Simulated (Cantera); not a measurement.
Input: 1 mol Si(CH3)4, 0.045 mol C3H8, 7.2 mol H2, 0.33 mol C2H2, held at 0.0550 bar.

Method: chemical equilibrium by Gibbs-energy minimisation in Cantera with the NASA 1993 tables (ideal gas, pure condensed phases). Candidate condensed phases: C, C6H6, C7H8, C8H18, Si, SiC; 87 gas species. Kinetics and transport are ignored.

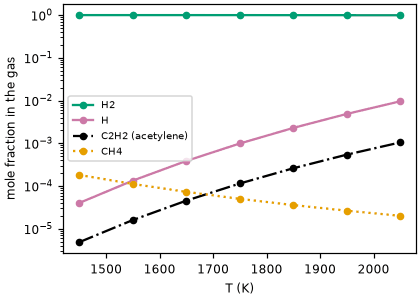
Figure. Equilibrium gas composition (values under 1e-9 drawn at 1e-9)

Task: Read off the mole fractions at 1450 K.

Result: H2 about 1.00, CH4 about 0.00018, H about 4.0e-5, C2H2 (acetylene) about 4.9e-6.
